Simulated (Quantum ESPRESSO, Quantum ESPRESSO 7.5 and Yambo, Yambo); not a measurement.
# GaN (F-43m): G0W0 on several meshes in Yambo

Wanted: mesh dependence and cost of G0W0 for GaN (F-43m).

Main program and level: Quantum ESPRESSO 7.5 and Yambo 5.3.0; PBE and many-body steps on it, plane waves.

### Step 1. Starting point

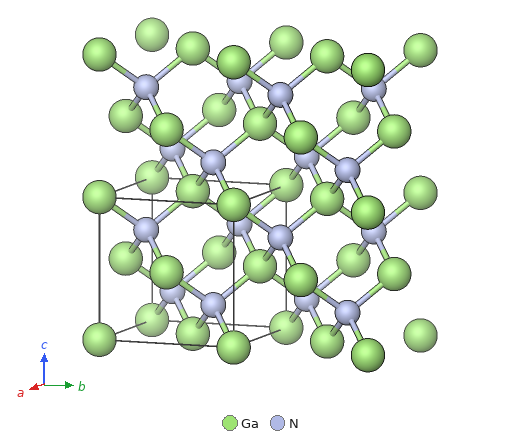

The starting structure, seen slightly off an axis (gallium green, nitrogen light blue). 1×2×2 cells are drawn. This picture shows the conventional cell, with its axes. Bonds to atoms that aren't drawn are left out. Some periodic images of atoms are drawn too.

The cell and positions are those that the Materials Project relaxed with its own functionals (PBE, PBE+U or r2SCAN), kept fixed. This is not the form that GaN usually takes at ambient conditions.

### Step 2. Empty states on the mesh, 6×6×6 mesh, 155 bands

This step: Quantum ESPRESSO 7.5; DFT, PBE, plane waves, norm-conserving pseudopotentials.

The sums over transitions need many empty states on a uniform mesh; this step solves for them.

pw.in reads:

```
&control
  calculation = 'nscf'
  prefix = 'x'
  outdir = 'o'
  pseudo_dir = 'pseudo'
/
&system
  ibrav = 0
  nat = 2
  ntyp = 2
  ecutwfc = 72.0
  nbnd = 155
  force_symmorphic = .true.
/
&electrons
  conv_thr = 1e-9
  electron_maxstep = 80
  diago_full_acc = .true.
  diago_thr_init = 5e-6
/
ATOMIC_SPECIES
  Ga 69.723 Ga.upf
  N 14.007 N.upf
CELL_PARAMETERS angstrom
  0.0000000000 2.2535006075 2.2535006075
  2.2535006075 0.0000000000 2.2535006075
  2.2535006075 2.2535006075 0.0000000000
ATOMIC_POSITIONS crystal
  Ga 0.0000000000 0.0000000000 0.0000000000
  N 0.7500000000 0.7500000000 0.7500000000
K_POINTS automatic
  6 6 6 0 0 0
```

Started as:

```console
$ OMP_NUM_THREADS=1 mpirun -n 4 pw.x -nk 4 -in pw.in > pw.out
```

The program printed:

```text
Program PWSCF v.7.5 starts

     This program is part of the open-source Quantum ESPRESSO suite
     for quantum simulation of materials; please cite
         "P. Giannozzi et al., J. Phys.:Condens. Matter 21 395502 (2009);
         "P. Giannozzi et al., J. Phys.:Condens. Matter 29 465901 (2017);
         "P. Giannozzi et al., J. Chem. Phys. 152 154105 (2020);
     in publications or presentations arising from this work. More details at

     Atomic positions and unit cell read from directory:
     o/x.save/

     Message from routine setup:
[...]
k = 0.2357 0.2357-0.2357 (  1609 PWs)   bands (ev):

[...]
116.8085 117.6579 118.7743 120.0137 120.0137 120.8259 123.4296 123.4692
     [... 8 further rows ...]
   183.6337 183.7844 185.2170 185.2170 185.8935 188.3633 190.1436 190.1436
   193.7708 195.2555 196.2810

          k =-0.3536-0.3536 0.3536 (  1568 PWs)   bands (ev):

     [... further k-points ...]

     highest occupied, lowest unoccupied level (ev):    10.5902   12.3489

     XML data file, pseudopotentials, collected wavefunctions

=------------------------------------------------------------------------------=
   JOB DONE.
=------------------------------------------------------------------------------=
```

It took 9.8 s on 4 MPI ranks of Arm Neoverse V1, shared host; peak memory 0.27 GiB; 39 s of CPU time.

This step gave:

| Property | Result |
| --- | --- |
| gap | 1.759 eV |
| k of the valence top | 0, 0, 0 |
| k of the conduction bottom | 0, 0, 0 |
| least direct gap | 1.759 eV |
| k points computed | 16 |
| lowest point of the top converged band, above the valence top | 180.8681 eV |

On this mesh the gap is 1.759 eV.

The density comes from a self-consistent run that is not shown.

### Step 3. Conversion and set-up

This step: Yambo 5.3.0; conversion and set-up on PBE, plane waves, norm-conserving pseudopotentials.

The states are converted to the many-body program's format and the q mesh is built.

Started as:

```console
$ (cd o/x.save; p2y > p2y.log; mv SAVE ../..); yambo > setup.log
```

The program printed:

```text
 Yambo, version 5.3.0

 [02] CORE Variables Setup
 =========================

  [02.01] Unit cells
  ==================

  Cell kind             :  FCC
  Atoms in the cell     :  Ga  N
  number of Ga atoms    :  1
  number of N  atoms    :  1

  List of atomic masses
  Mass of Ga    :  69.72300
  Mass of N     :  14.00700

  List of atomic coordinates    : [cc]
  Ga1       :  0.000000  0.000000  0.000000  order 1
  N1       :  6.387748  6.387748  6.387748  order 2

  Alat factors          :  4.258499  4.258499  4.258499 [a.u.]
  Direct lattice volume :  154.4542 [a.u.]
[...]
Q [ 1]         [rlu]:  0.000000  0.000000  0.000000
 Q [ 2]         [rlu]:  0.28534E-17  0.28534E-17  0.16667
 Q [ 3]         [rlu]:  0.57068E-17  0.57068E-17  0.33333
[...]
Q [ 8]         [rlu]: -0.21514E-16  0.16667     -0.33333
 Q [ 9]         [rlu]:  0.32371E-17  0.16667     -0.16667
 Q [10]         [rlu]: -0.57063E-17  0.33333      0.33333
     [... 4 further rows ...]
 Q [15]         [rlu]:  0.166667  0.333333 -0.333333
 Q [16]         [rlu]:  0.166667 -0.500000 -0.333333

  [03.01] X indexes
  =================

   [03.01.01] Sigma indexes
   ========================

 [06] Game Over & Game summary
```

It took 2.2 s on 1 MPI rank; peak memory 0.24 GiB.

### Step 4. 6×6×6

G0W0 replaces the xc potential by the self-energy, built once from these orbitals. Only a window of levels is corrected, while the sums run over the empty bands that the input names.

This step: G0W0 on PBE, plane waves, norm-conserving pseudopotentials.

gw2.in reads:

```
HF_and_locXC
gw0
dyson
ppa
em1d
rim_cut
RandQpts= 1000000
RandGvec= 1 RL
EXXRLvcs= 72 Ry
VXCRLvcs= 288 Ry
Chimod= "HARTREE"
% BndsRnXp
 1 | 68 |
%
NGsBlkXp= 10.5 Ry
% LongDrXp
 1 | 1 | 1 |
%
% GbndRnge
 1 | 68 |
%
DysSolver= "n"
ExtendOut
PPAPntXp= 27.21138 eV
% QPkrange
 1 | 1 | 8 | 11 |
%
```

Started as:

```console
$ OMP_NUM_THREADS=1 mpirun -n 4 yambo -F gw2.in -J gw2 -C gw2 > gw2.log
```

The program printed:

```text
 Yambo, version 5.3.0

 [02] CORE Variables Setup
 =========================

  [... cell, symmetries and grids as in the set-up ...]

  [02.05] Energies & Occupations
  ==============================

  [X] === General ===
  [X] Electronic Temperature                        :  0.000000  0.000000 [eV K]
  [X] Bosonic    Temperature                        :  0.000000  0.000000 [eV K]
  [X] Finite Temperature mode                       : no
  [X] El. density                                   :  0.78645E+24 [cm-3]
  [X] Fermi Level                                   :  10.59023 [eV]

  [X] === Gaps and Widths ===
  [X] Conduction Band Min                           :  1.758709 [eV]
  [X] Valence Band Max                              :  0.000000 [eV]
  [X] Filled Bands                                  :   9
  [X] Empty Bands                                   :   10  155
  [X] Direct Gap                                    :  1.758709 [eV]
  [X] Direct Gap localized at k                     :  1
  [X] Indirect Gap                                  :  1.758709 [eV]
  [X] Indirect Gap between kpts                     :  1  1
  [X] Last valence band width                       :  3.415581 [eV]
  [X] 1st conduction band width                     :  4.786272 [eV]

 [03] Transferred momenta grid and indexing
 ==========================================

 IBZ Q-points                                      :  16
 BZ  Q-points                                      :  216

 K/Q-points units:
 rlu = crystal or reduced units; cc = cartesian coordinates; iku = interal k-units

 Q [ 1]         [rlu]:  0.000000  0.000000  0.000000
 Q [ 2]         [rlu]:  0.28534E-17  0.28534E-17  0.16667
 Q [ 3]         [rlu]:  0.57068E-17  0.57068E-17  0.33333
 Q [ 4]         [rlu]: -0.21514E-16 -0.21514E-16 -0.50000
 Q [ 5]         [rlu]: -0.28532E-17  0.16667      0.16667
 Q [ 6]         [rlu]: -0.16186E-17  0.16667      0.33333
 Q [ 7]         [rlu]: -0.41609E-17  0.16667      0.50000
 Q [ 8]         [rlu]: -0.21514E-16  0.16667     -0.33333
 Q [ 9]         [rlu]:  0.32371E-17  0.16667     -0.16667
 Q [10]         [rlu]: -0.57063E-17  0.33333      0.33333
     [... 4 further rows ...]
 Q [15]         [rlu]:  0.166667  0.333333 -0.333333
 Q [16]         [rlu]:  0.166667 -0.500000 -0.333333

 [04] Coloumb potential Random Integration (RIM)
 ===============================================

  [04.01] RIM initialization
  ==========================

  * Diagonal components only detected *

  8 x (sBL volume)        :  0.059481 [a.u.]
  sBZ random points       :  1000000
  Points outside the sBZ  :   7996195
  RL volume               :  1.605979 [a.u.]
  Integrated volume       :  1.606744 [a.u.]

  [04.02] RIM integrals
  =====================

  Gamma point sphere radius             :  0.070807 [a.u.]
  Points outside the sphere             :   799659
  [Int_sBZ(q=0) 1/q^2]*(Vol_sBZ)^(-1/3) =:  7.764404
                                 should be <:  7.795600

  Summary of Coulomb integrals for non-metallic bands |Q|[au] RIM/Bare

  Q [1] 0.100000E-4 0.995998 * Q [2] 0.212962 1.064319
  Q [5] 0.245908 1.063520 * Q [9] 0.347766 1.026772
  Q [6] 0.407792 1.019084 * Q [3] 0.425925 1.016617
  Q [10] 0.491815 1.013507 * Q [8] 0.535943 1.011324
  Q [14] 0.549866 1.010344 * Q [7] 0.602348 1.008581
  Q [11] 0.638887 1.007858 * Q [4] 0.638887 1.008039
  Q [12] 0.695532 1.006949 * Q [15] 0.727405 1.006369
  Q [13] 0.737723 1.006174 * Q [16] 0.777628 1.005499

 [WARNING] [Xp] User bands 1-68 break level degeneracy

 [05] Dipoles
 ============

  [05.01] Setup: observables and procedures
  =========================================

 [06] Dynamic Dielectric Matrix (PPA)
 ====================================

 [WR./gw2//ndb.pp]---------------------------------------------------------------
  Brillouin Zone Q/K grids (IBZ/BZ)                :   16  216   16  216
  RL vectors                                       :  2109 [WF]
  Coulomb cutoff potential                         : none
  Electronic Temperature                           :  0.000000 [K]
  Bosonic    Temperature                           :  0.000000 [K]
  PPA    diel. fun.  energies                      : Perdew, Burke & Ernzerhof(X)+Perdew, Burke & Ernzerhof(C)
  wavefunctions                                    : Perdew, Burke & Ernzerhof(X)+Perdew, Burke & Ernzerhof(C)
  Global Gauge                                     : length
  X matrix size                                    :   89
  X band range                                     :    1   68
  X e/h energy range                               : -1.000000 -1.000000 [eV]
  X Time ordering                                  : R
  X Hxc Kernel                                     : HARTREE
  X Drude frequency                                :  0.000000  0.000000
  X poles                                          :  100.0000 [o/o]
  RL vectors in the sum                            :  2109
  [r,Vnl] included                                 : yes
  Field direction                                  :  0.577350E-5  0.577350E-5  0.577350E-5
  BZ energy Double Grid                            : no
  BZ energy DbGd points                            : 0
  BZ Q point size factor                           : -1.000000
  X Optical Averaged directions                    : none

 [07] Local Exchange-Correlation + Non-Local Fock
 ================================================

 [VXC] Plane waves :  12675
 [EXS] Plane waves :  1687

 QP @ state[ 1 ] K range:  1  1
 QP @ state[ 1 ] b range:   8  11

 [xc] Functional : Perdew, Burke & Ernzerhof(X)+Perdew, Burke & Ernzerhof(C)
 [xc] LIBXC used to calculate xc functional
  PP Number of Atomic Species                      :  2
  NLCC RL compoments                               :  12675
  PP Number of Atomic Species                      :  2
  NLCC RL compoments                               :  12675

 [xc] E_xc :  -11.71164 [Ha]
      E_xc :  -23.42327 [Ry]

  Local XC kind (lXC) : Perdew, Burke & Ernzerhof(X)+Perdew, Burke & Ernzerhof(C)
  Non-Local XC kind (nlXC) : Hartree-Fock

  Corrections @ K [1] :  [eV]
 <8|nlXC|8> = -21.19065 -0.29103E-16 <8|lXC|8> = -18.35590 -0.75527E-15
 <9|nlXC|9> = -21.19062  0.98428E-17 <9|lXC|9> = -18.35590  0.70806E-16
 <10|nlXC|10> = -10.05464  0.18812E-17 <10|lXC|10> = -13.89297 -0.18882E-15
 <11|nlXC|11> = -7.218003  0.74507E-18 <11|lXC|11> = -12.13462  0.18882E-15

 [08] Dyson equation: Newton solver
 ==================================

  [08.01] G0W0 (W PPA)
  ====================

  [  GW  ] Bands range     :    1   68
  [GW/PPA] G damping       :  0.100000 [eV]

  QP @ state[ 1 ] K range:  1  1
  QP @ state[ 1 ] b range:   8  11

   Sc/G bands                                       :    1   68
   Sc/G damping                                     :  0.100000 ev
   Sc bands terminator                              : no
   Sx RL components                                 :  1687

   QP @ state[ 1 ] K range                          :  1  1
   QP @ state[ 1 ] b range                          :   8  11
   GF energies kind                                 : Perdew, Burke & Ernzerhof(X)+Perdew, Burke & Ernzerhof(C)
   GF WF`s kind                                     : Perdew, Burke & Ernzerhof(X)+Perdew, Burke & Ernzerhof(C)
   Xs energies kind                                 : Perdew, Burke & Ernzerhof(X)+Perdew, Burke & Ernzerhof(C)
   Xs WF`s kind                                     : Perdew, Burke & Ernzerhof(X)+Perdew, Burke & Ernzerhof(C)

 [11] Game Over & Game summary
```

Elapsed: 68 s, on 4 MPI ranks; peak memory 1.3 GiB; 4.5 min of CPU time.

Numbers from this step:

```yaml
g0w0_gap_on_the_points_computed: 2.029 eV
starting_gap_on_the_mesh: 1.759 eV
k_of_the_valence_top: 0, 0, 0
k_of_the_conduction_bottom: 0, 0, 0
least_direct_g0w0_gap_on_the_computed_points: 2.029 eV
z_at_the_valence_top: 0.7946
z_at_the_conduction_bottom: 0.8186
```

The gap on the mesh goes from 1.76 eV to 2.03 eV, a correction of +0.27 eV.

### Step 5. Empty states on the mesh, 4×4×4 mesh, 68 bands

This step: Quantum ESPRESSO 7.5; DFT, PBE, plane waves, norm-conserving pseudopotentials.

pw.in: that of step 2 with these lines changed.

```diff
@@ -11,3 +11,3 @@
   ecutwfc = 72.0
-  nbnd = 155
+  nbnd = 68
   force_symmorphic = .true.
@@ -31,2 +31,2 @@
 K_POINTS automatic
-  6 6 6 0 0 0
+  4 4 4 0 0 0
```

Started as:

```console
$ OMP_NUM_THREADS=1 mpirun -n 4 pw.x -nk 4 -in pw.in > pw.out
```

The program printed:

```text
[banner, memory and clock lines left out]
Program PWSCF v.7.5 starts

     Atomic positions and unit cell read from directory:
     o/x.save/

     Message from routine setup:
     using ibrav=0 with symmetry is DISCOURAGED, use correct ibrav instead

     G-vector sticks info

     bravais-lattice index     =            0
     lattice parameter (alat)  =       6.0224  a.u.
     unit-cell volume          =     154.4542 (a.u.)^3
     number of atoms/cell      =            2
     number of atomic types    =            2
     number of electrons       =        18.00
[...]
108.7060 108.7060 108.7060 115.9452

          k = 0.1768 0.1768-0.1768 (  1588 PWs)   bands (ev):

[...]
102.6404 105.0726 109.4219 109.4219

          k =-0.3536-0.3536 0.3536 (  1568 PWs)   bands (ev):

[...]
89.0828  89.0828  91.0178  92.9901  92.9901  93.4587  93.4587  93.4980
    97.8466 101.5041 101.5041 102.0781 102.0781 104.3083 105.4552 105.4552
   107.0887 107.1201 107.4736 107.4736

          k = 0.3536 0.0000 0.0000 (  1612 PWs)   bands (ev):

     [... further k-points ...]

     highest occupied, lowest unoccupied level (ev):    10.5902   12.3489

     XML data file, pseudopotentials, collected wavefunctions
```

Run time: 2.3 s. Hardware: 4 MPI ranks; peak memory 0.21 GiB; 9 s of CPU time.

Numbers from this step:

| Property | Result |
| --- | --- |
| gap | 1.759 eV |
| k of the valence top | 0, 0, 0 |
| k of the conduction bottom | 0, 0, 0 |
| least direct gap | 1.759 eV |
| k points computed | 8 |
| lowest point of the top converged band, above the valence top | 94.5077 eV |

On this mesh the gap is 1.759 eV.

### Step 6. Conversion and set-up

This step: Yambo 5.3.0; conversion and set-up on PBE, plane waves, norm-conserving pseudopotentials.

Started as:

```console
$ (cd o/x.save; p2y > p2y.log; mv SAVE ../..); yambo > setup.log
```

The program printed:

```text
 Yambo, version 5.3.0

 [02] CORE Variables Setup
 =========================

  [02.01] Unit cells
  ==================

  Cell kind             :  FCC
  Atoms in the cell     :  Ga  N
  number of Ga atoms    :  1
  number of N  atoms    :  1

  List of atomic masses
  Mass of Ga    :  69.72300
  Mass of N     :  14.00700

  List of atomic coordinates    : [cc]
  Ga1       :  0.000000  0.000000  0.000000  order 1
  N1       :  6.387748  6.387748  6.387748  order 2

  Alat factors          :  4.258499  4.258499  4.258499 [a.u.]
  Direct lattice volume :  154.4542 [a.u.]
[...]
==========================================

 IBZ Q-points                                      :   8
 BZ  Q-points                                      :   64

 K/Q-points units:
 rlu = crystal or reduced units; cc = cartesian coordinates; iku = interal k-units

 Q [1]          [rlu]:  0.000000  0.000000  0.000000
 Q [2]          [rlu]:  0.10757E-16  0.10757E-16  0.25000
 Q [3]          [rlu]: -0.21514E-16 -0.21514E-16 -0.50000
[...]
Q [7]          [rlu]:  0.46183E-16 -0.50000     -0.50000
 Q [8]          [rlu]:  0.250000 -0.500000 -0.250000

  [03.01] X indexes
  =================

   [03.01.01] Sigma indexes
   ========================

 [06] Game Over & Game summary
```

Run time: 2.1 s. Hardware: 1 MPI rank; peak memory 0.23 GiB.

(Continued in part 2 of 2.)

[Paths, hosts, dates, memory and timing lines, banners, echoed tables and standing remarks are left out of the program output.]

[Logs are printed without paths, hosts, clocks, repeated set-up lines and the standing remarks that a program may print on its own settings, such as how far it seeks lower states.]

[Runs of the session that timed out or met a known fault of the program may be left out.]

[Hosts, paths, dates, database ids (printed as entryN), source tags and the programs' standing remarks are cut or masked in the printed files.]
